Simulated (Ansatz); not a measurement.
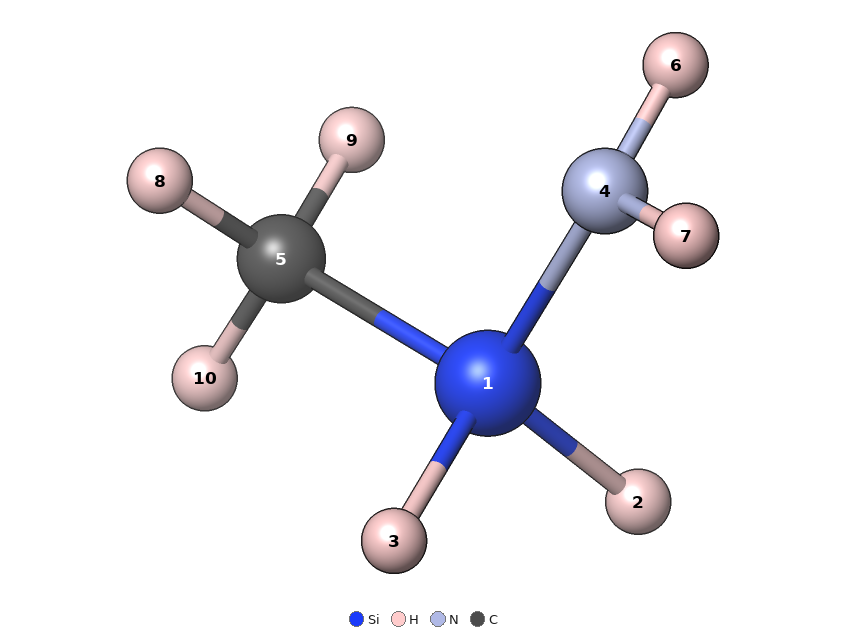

The computed structure is the end point of a PBE0-D4/def2-TZVP optimisation.

Give these bond angles: H2–Si1–N4, H2–Si1–C5, H3–Si1–N4, H3–Si1–C5, N4–Si1–C5, Si1–N4–H6, Si1–N4–H7, Si1–C5–H8, Si1–C5–H9, Si1–C5–H10.

| angle | degrees |
| --- | --- |
| H2–Si1–N4 | 114.7 |
| H2–Si1–C5 | 107.9 |
| H3–Si1–N4 | 106.2 |
| H3–Si1–C5 | 111.7 |
| N4–Si1–C5 | 109.5 |
| Si1–N4–H6 | 119.7 |
| Si1–N4–H7 | 119.0 |
| Si1–C5–H8 | 110.9 |
| Si1–C5–H9 | 110.9 |
| Si1–C5–H10 | 110.6 |
